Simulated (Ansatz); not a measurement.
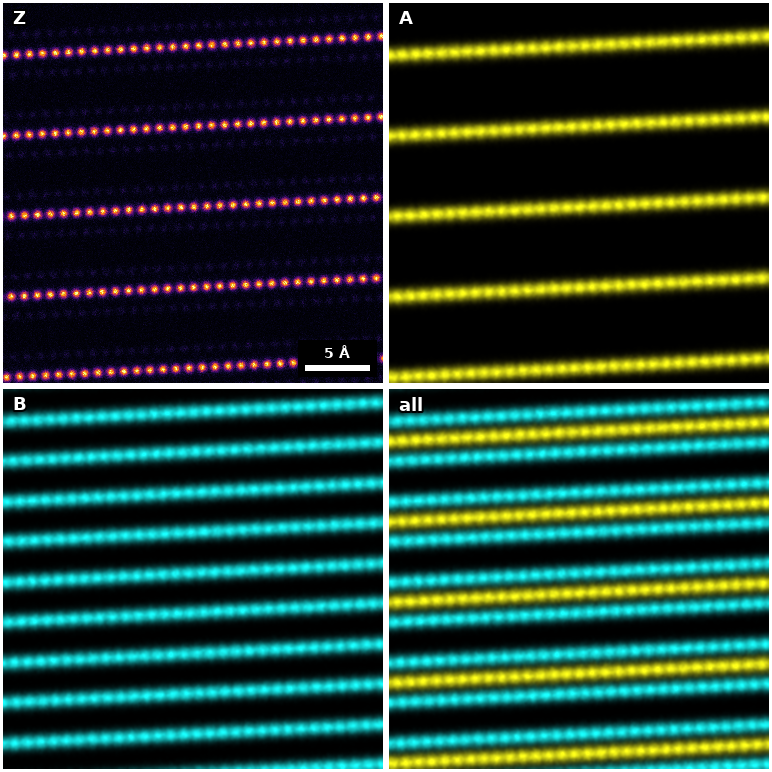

WS$_{2}$ (P6_3/mmc, No. 194) along [310]. Panel Z: Simulation: incoherent imaging, intensity Z^1.8 per atom, probe width 0.50 Å, thin sample. The probe carries 15 % of its weight in a tail 2.5 times as wide. Shot noise was added. The other panels are simulated element maps (the number of atoms of one element along the beam, blurred by 0.9 Å, with counting noise; each on its own scale, no channelling); the last overlays them. Atomic positions: the geometry relaxed with Ansatz 0.2.0, DFT PBEsol, scalar-relativistic, plane waves, PAW.

```cif
data_structure
_symmetry_space_group_name_H-M 'P6_3/mmc'
_symmetry_Int_Tables_number 194
_cell_length_a 3.1461
_cell_length_b 3.1461
_cell_length_c 12.6963
_cell_angle_alpha 90.000
_cell_angle_beta 90.000
_cell_angle_gamma 120.000
_cell_volume 108.83
loop_
_atom_site_label
_atom_site_type_symbol
_atom_site_symmetry_multiplicity
_atom_site_Wyckoff_symbol
_atom_site_fract_x
_atom_site_fract_y
_atom_site_fract_z
_atom_site_occupancy
W1 W 2 c 0.33333 0.66667 0.25000 1
S1 S 4 f 0.33333 0.66667 0.62655 1
```

### Which element does each lettered map show?

A: W, B: S. The projected cell (1.03 × 12.70 Å, 90°) holds 6 columns: 4 of S and 2 of W. No column is shared by two of the mapped elements.
